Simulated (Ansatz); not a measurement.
The reference is BeSe in the zinc blende structure (space group F-43m, No. 216; a = 5.178 Å).

Modification: full substitution Se → S, then cell and atoms are relaxed.

All numbers come from Kohn–Sham DFT with the PBE functional, run in Ansatz (a program for electronic structure) with PAW and 420 eV plane waves, scalar-relativistic without spin-orbit coupling.

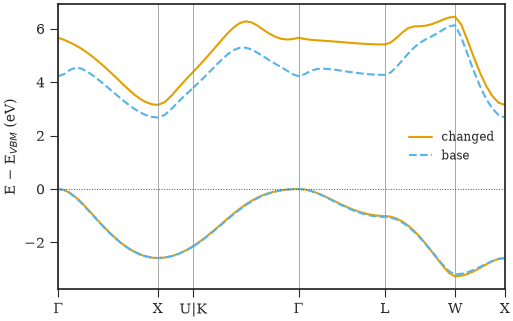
Figure: Highest valence and lowest conduction band along the path, each from its own valence-band maximum

Task: Read the changed gap and its character from the plot.

Result: About 3.1 eV, indirect, Γ → X.

Whether these cells are dynamically stable was not tested.
